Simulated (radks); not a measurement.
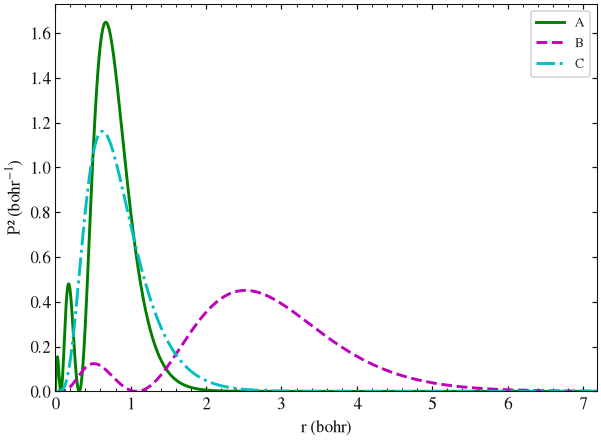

Co⁴⁺ (Z = 27, 23 electrons); electrons: [Ne] 3s2 3p5.5 3d5 4d0.5 (3p: 3 up, 2.5 down, 3d: 5 up, 0 down, 4d: 0.5 up, 0 down). All numbers are computed, not measured: non-relativistic Kohn-Sham, exchange-only LDA, spin-polarised, spherical densities, point nucleus (the in-house radial solver radks).

The plot shows the radial probability densities P² of 4d up, 3s up and 3d up.

Question: Which curve belongs to which orbital?

Answer: A is 3s up; B is 4d up; C is 3d up. 3s up: outer maximum at 0.670 bohr, ⟨r⟩ = 0.764 bohr, 2 nodes, eigenvalue −167.3 eV; 3d up: outer maximum at 0.626 bohr, ⟨r⟩ = 0.847 bohr, 0 nodes, eigenvalue −73.9 eV; 4d up: outer maximum at 2.52 bohr, ⟨r⟩ = 2.76 bohr, 1 node, eigenvalue −26.4 eV.
